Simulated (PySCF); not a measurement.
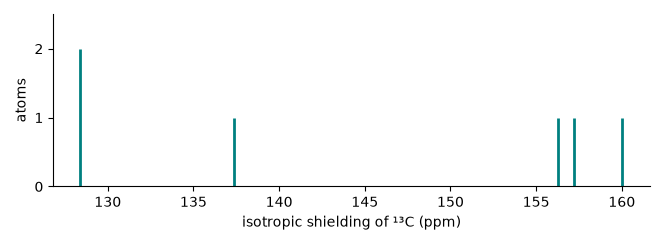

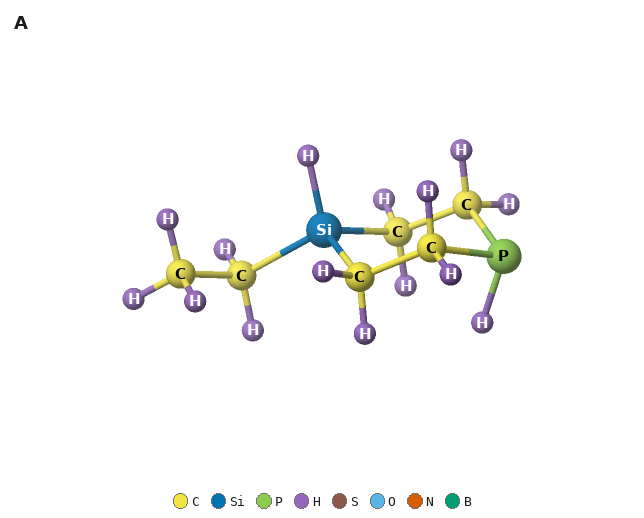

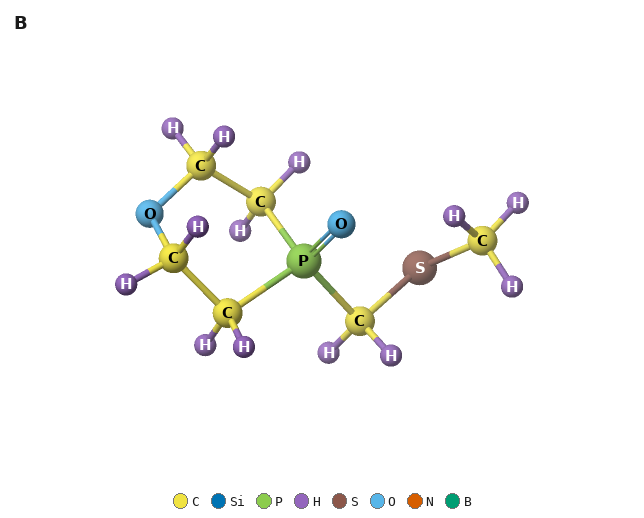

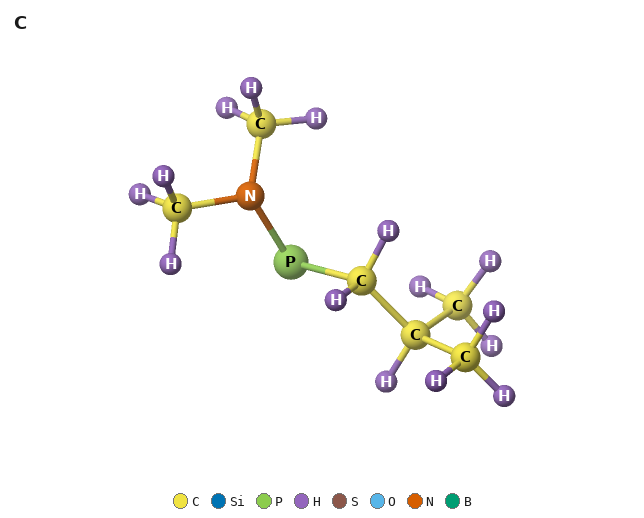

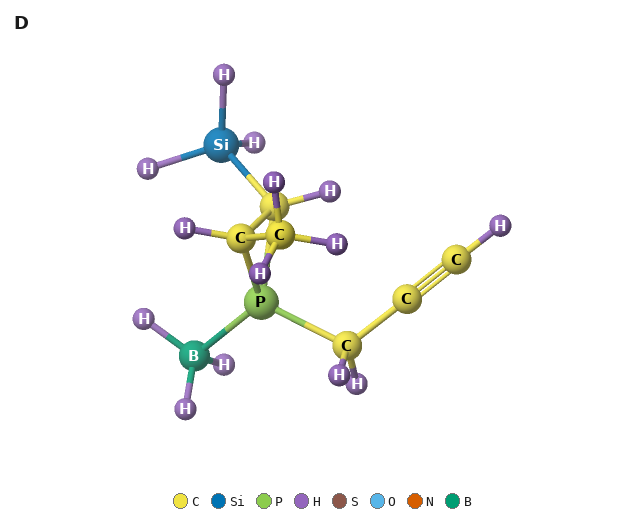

The sticks are computed shieldings of one of the molecules, for one fixed geometry (GFN2-xTB) without averaging over rotations. Low shielding means a high chemical shift. Method: GIAO PBE0/pcSseg-1 NMR shielding, non-relativistic, gas phase (PySCF 2.14.0).

Match the spectrum to a structure.

C, `CC(C)C[P-]N(C)C`. Its 6 C atoms give lines at 128.4 (2 atoms), 137.4, 156.3, 157.2, 160.0 ppm.

The geometry is semi-empirical. Around B, P, Si such bond lengths and angles can be off by a tenth of an ångström or more and by several degrees, and values that hang on the shape move with them.
